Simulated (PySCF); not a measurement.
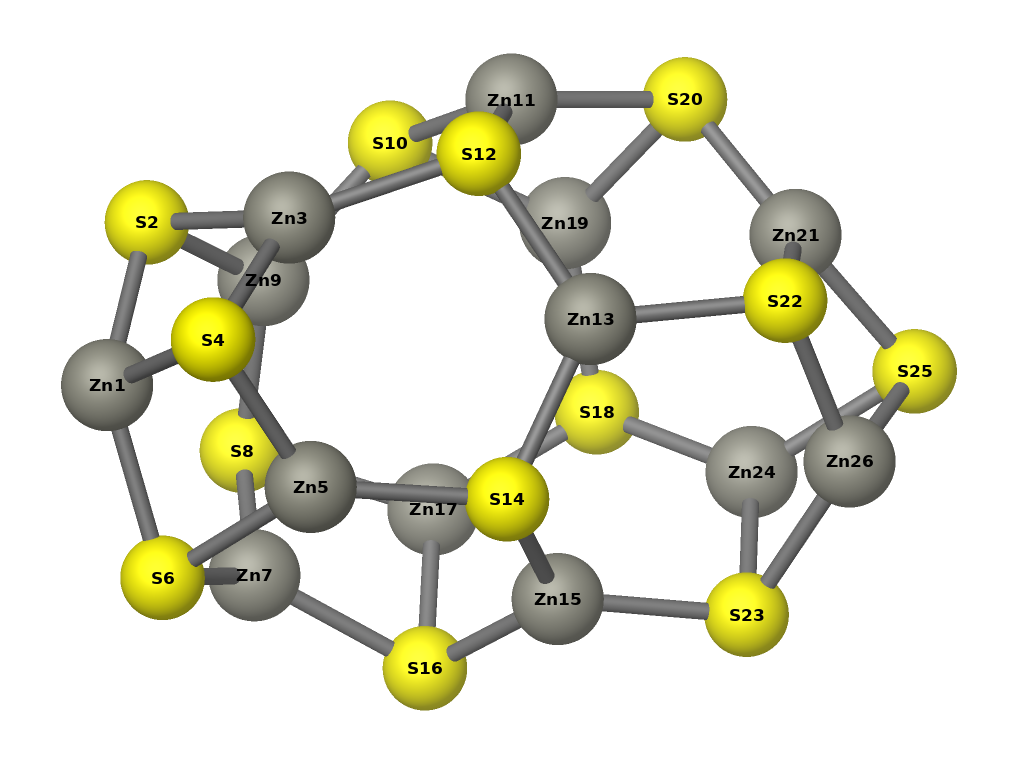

The computed structure is the end point of a GFN2-xTB optimisation. No frequency run is at hand to confirm it as a minimum. Method: delta-SCF UKS SCAN, pcX-2 on the ionised atom, pcseg-1 elsewhere, spin-free X2C (atomic blocks) (PySCF 2.14.0).

Give the core-electron binding energies (to vacuum; p and d levels without spin–orbit splitting) of S2 1s, S2 2p, S18 1s, S18 2p.

```tsv
atom	level	binding energy (eV)
S2	1s	2475.7
S2	2p	168.3
S18	1s	2476.1
S18	2p	168.7
```

The geometry is semi-empirical. Around Zn such bond lengths and angles can be off by a tenth of an ångström or more and by several degrees, and values that hang on the shape move with them.
